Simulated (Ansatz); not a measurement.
Input file:

```
crystal:
  periodic: [false, false, false]
  atoms:
    - { symbol: Zn, position_ang: [-0.868565, 0.0, -0.598755] }
    - { symbol: Cl, position_ang: [0.077431, 0.0, 2.709978] }
    - { symbol: Cl, position_ang: [0.613343, 0.0, -2.104959] }
    - { symbol: H, position_ang: [-2.02431, 0.0, 0.445444] }
    - { symbol: H, position_ang: [-1.082799, 0.0, 2.051691] }
basis:
  gaussian: { orbitals: def2-TZVP }
hamiltonian:
  xc: b3lyp
  dispersion: d4
relax:
  f_tol: 0.03
  max_steps: 50
output:
  orbitals: {}
```

Launched as:

```sh
ansatz run input.yaml --threads 4 --pin off --max-ram 5120MiB --backend cpu --events-out ev --progress --plain --runs-dir out
```

The fields are those of the run's last geometry, not of the input's.

Method: RKS B3LYP-D4/def2-TZVP (Ansatz 0.2.0).

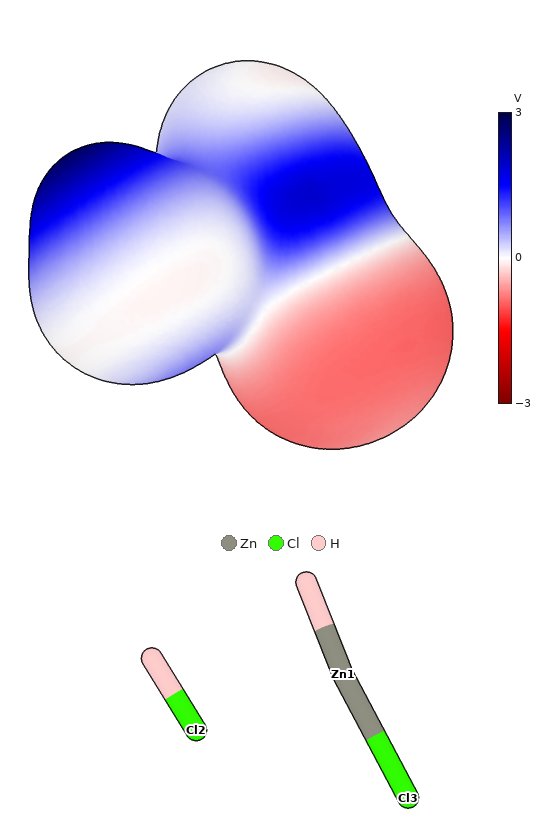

ClHZn···HCl. The electrostatic potential painted on the density surface at 0.002 e/bohr³, seen at a tilt; red is negative and blue positive. The bare structure is drawn below in the same view.

### Describe the electrostatic potential map.

The most negative region (about −0.9 V) lies over Cl3, the most positive (about +2.7 V) over H5. Cl2 shows a σ-hole: about +0.8 V at the tip opposite its bond, against about +0.3 V on its flanks.
